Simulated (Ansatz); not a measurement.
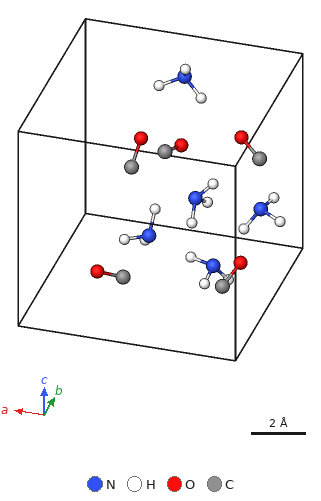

Starting frame of a dynamics run of a periodic cell with 5 NH3 + 5 CO at 0.593 g/cm³. Style: ball-and-stick. Shown: the simulation cell, from a free direction.

Method: DFT LDA, scalar-relativistic, plane waves, PAW in Ansatz.

The input:
```yaml
accuracy: low
crystal:
  lattice:
    - [8.574886, 0.0, 0.0]
    - [0.0, 8.574886, 0.0]
    - [0.0, 0.0, 8.574886]
  atoms:
    - { symbol: "N", position: [0.50681392, 0.88857081, 0.84906404] }
    - { symbol: H, position: [0.53779408, 1.00000482, 0.81651237] }
    - { symbol: H, position: [0.60259582, 0.81940052, 0.82549432] }
    - { symbol: H, position: [0.41996381, 0.8551053, 0.77327696] }
    - { symbol: "N", position: [0.45745326, 0.20108955, 0.4382655] }
    - { symbol: H, position: [0.5707725, 0.20202789, 0.39825774] }
    - { symbol: H, position: [0.4536372, 0.27966498, 0.52985832] }
    - { symbol: H, position: [0.44064719, 0.09056008, 0.48289914] }
    - { symbol: "N", position: [1.0839113, 0.65471997, 0.37907929] }
    - { symbol: H, position: [1.01088565, 0.70605712, 0.29795797] }
    - { symbol: H, position: [1.13005637, 0.55325409, 0.32788866] }
    - { symbol: H, position: [1.01240385, 0.61914806, 0.47093982] }
    - { symbol: "N", position: [0.46769678, 0.92427669, 0.21017295] }
    - { symbol: H, position: [0.38776696, 0.8443548, 0.25004301] }
    - { symbol: H, position: [0.42029111, 1.03283886, 0.22971809] }
    - { symbol: H, position: [0.47925608, 0.90781706, 0.09091844] }
    - { symbol: "N", position: [0.21070101, 0.3577206, 0.23713599] }
    - { symbol: H, position: [0.25539057, 0.37351406, 0.12748631] }
    - { symbol: H, position: [0.29496994, 0.29801841, 0.30089401] }
    - { symbol: H, position: [0.11800257, 0.28331878, 0.22465817] }
    - { symbol: O, position: [0.72399071, -0.05677325, 0.46090749] }
    - { symbol: C, position: [0.74422727, -0.13268786, 0.3536617] }
    - { symbol: O, position: [0.33521444, 0.28653185, 0.8749633] }
    - { symbol: C, position: [0.42689586, 0.33932805, 0.79537241] }
    - { symbol: O, position: [0.25089791, 0.90759115, 0.57150255] }
    - { symbol: C, position: [0.17279607, 0.92486244, 0.46540233] }
    - { symbol: O, position: [0.78816043, 0.5004728, 1.02179413] }
    - { symbol: C, position: [0.6595889, 0.46856366, 1.03432925] }
    - { symbol: O, position: [0.19481205, 0.71336543, 0.04954679] }
    - { symbol: C, position: [0.26186469, 0.6593344, -0.05224256] }
basis:
  ecutwfc: 420.0
kpoints:
  mp_grid: { grid: [1, 1, 1] }
hamiltonian:
  xc: lda
scf:
  occupations: { method: fermi_dirac, width: 0.05 }
  lower_state_search: "off"
md:
  timestep: 0.75
  n_steps: 300
  ensemble: nvt_langevin
  temperature: 700.0
  initial_velocities: maxwell_boltzmann
  seed: 315351
  friction: 0.02
```

Run as
```bash
ansatz run input.yaml --threads 1 --pin off --max-ram 3072MiB --backend cpu --events-out ev --progress --plain --runs-dir out
```

Q: Predict how the run goes.

A: Over the second half the temperature averages 687 K (spread ±94 K). The potential energy in the second half lies on average 59.2 meV per atom above the first frame. In the second half of the run the atoms are, in the root-mean-square, this far from where they began (common drift taken out): H 1.35 Å, C 1.03 Å, N 0.95 Å, O 0.86 Å. The molecules turn and drift from their places.

Along the run (each row but the first and the last is the mean over the interval that it begins):

```
time (fs)  potential energy (meV/atom)  T (K)
      0.0                          0.0    677
     27.8                         32.8    470
     55.5                         52.2    558
     83.2                         56.1    626
    111.0                         54.2    696
    138.8                         59.8    597
    166.5                         63.5    777
    194.2                         58.4    691
    222.0                         56.8    653
```

The paths of the atoms:

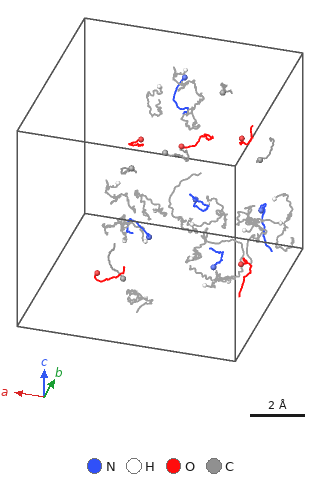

Limits of the set-up: the program's low-accuracy preset was used.
